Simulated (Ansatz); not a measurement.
# CH₃AlF₂: small, medium and large basis sets

Aim: see how fast density functionals converge with the basis set for CH₃AlF₂.

Method: one geometry, several basis sets; program: Ansatz 0.2.0, Gaussian basis.

Plan: PBE0-D4/def2-SVP; ωB97M-V/def2-SVP; PBE0-D4/def2-QZVPP; ωB97M-V/def2-QZVPP; the functionals' def2-TZVPP values are taken from earlier runs.

**1. Structure used throughout**

The geometry comes from an earlier relaxation with PBE0-D4 in a triple-zeta def2 set; it is a stationary point, not always the lowest conformer.

SMILES `F[CH2][AlH][F]`, 7 atoms, charge 0, spin multiplicity 1.

Atoms are counted from 1 here; the program's logs count them from 0.

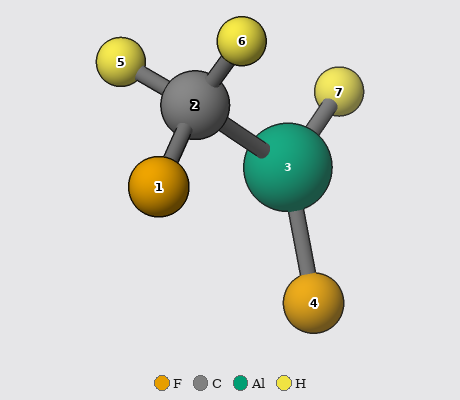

The structure; fluorine amber, carbon grey, aluminium teal, hydrogen yellow; atoms are numbered from 1 in the order of the file.

**2. PBE0-D4 in def2-SVP**

Contents of in.yaml:

```yaml
crystal:
  periodic: [false, false, false]
  atoms:
    - {symbol: F, position_ang: [-1.721665, 0.760984, 0.034035]}
    - {symbol: C, position_ang: [-0.340088, 0.803436, -0.134198]}
    - {symbol: Al, position_ang: [0.519530, -0.954016, 0.129801]}
    - {symbol: F, position_ang: [-0.406123, -2.263023, 0.504921]}
    - {symbol: H, position_ang: [-0.132537, 1.197473, -1.138600]}
    - {symbol: H, position_ang: [0.064008, 1.549197, 0.564190]}
    - {symbol: H, position_ang: [2.077975, -1.162050, -0.005950]}
basis:
  gaussian: {orbitals: def2-SVP}
hamiltonian: {xc: pbe0, dispersion: d4}
output: {orbitals: {seedname: orbitals}}
```

Started as:

```bash
ansatz run in.yaml --threads 2 --pin off --events-out ev --progress --plain --max-ram 4352MiB
```

After this run come: ωB97M-V in def2-SVP; PBE0-D4 in def2-QZVPP; ωB97M-V in def2-QZVPP.

**Question.** What will the summary of the whole plan be? Wanted: PBE0-D4: double and triple zeta above quadruple; ωB97M-V: double and triple zeta above quadruple.

The runs gave:

```
                                       quantity           value
PBE0-D4: double and triple zeta above quadruple  11.04, 0.59 eV
ωB97M-V: double and triple zeta above quadruple  11.20, 0.56 eV
```

PBE0-D4 gains 10.45 eV from double to triple zeta, then 0.59 eV more. Total energies overstate the basis error of differences, where much of it tends to cancel.
